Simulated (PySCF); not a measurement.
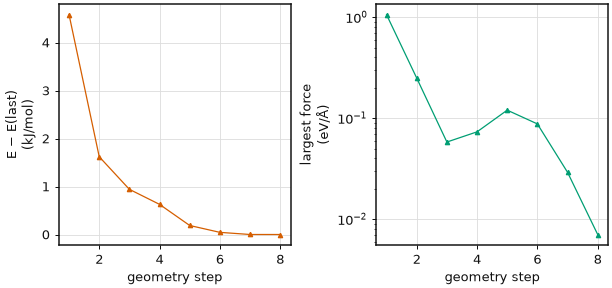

History of a geometry optimisation.

The run: CF3CH2Br (SMILES FC(F)(F)CBr), by PySCF, PBE0-D3(BJ)/def2-SVP, geometry optimisation.

How did the optimisation end?

The optimisation met its thresholds at geometry 8, counting the start as the first. The energy fell by about 4.6 kJ/mol from the first step to the last. The largest force goes from about 1.1 eV/Å at the start to 7 × 10⁻³ eV/Å at the end.

By which step was nine tenths of the energy gained?

By step 5 of 8.
